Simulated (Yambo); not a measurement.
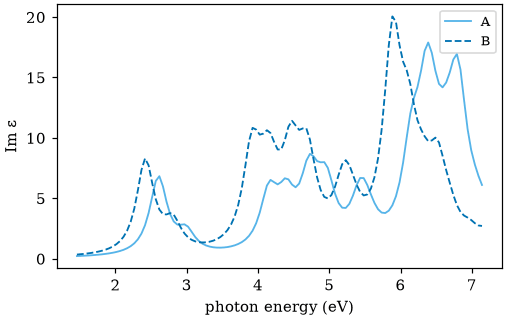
Figure: Two computed absorption spectra of ZnSe (zinc blende, space group F-43m, No. 216) (Yambo, PBEsol bands with the same scissor, field along x)

**Question.** Which curve includes the electron-hole attraction (BSE)?

**Answer.** Curve B: the attraction moves weight to lower energy (centre of the plotted range 4.9 eV against 5.4 eV). Settings: 6×6×6 mesh, 6 valence and 4 conduction bands, static screening with 68 bands and a 4 Ry block, scissor 1.49 eV, Tamm-Dancoff. The scissor comes from a G0W0 run whose convergence isn't established. Broadening 0.15 eV. The band window holds all transitions up to 7.2 eV. On this mesh the peak heights and the fine structure are mesh artefacts; only the shift of weight is robust.

The standard potential for Se keeps a d shell in the valence without the s and p states of that shell. In tests on such compounds this moved G0W0 gaps by up to about 0.9 eV, so absolute quasiparticle energies here are unreliable; differences between settings are what counts.

Spin-orbit coupling is included.

Geometry relaxed with PBEsol; primitive cell a = b = c = 3.983 Å, α = β = γ = 60.00°.
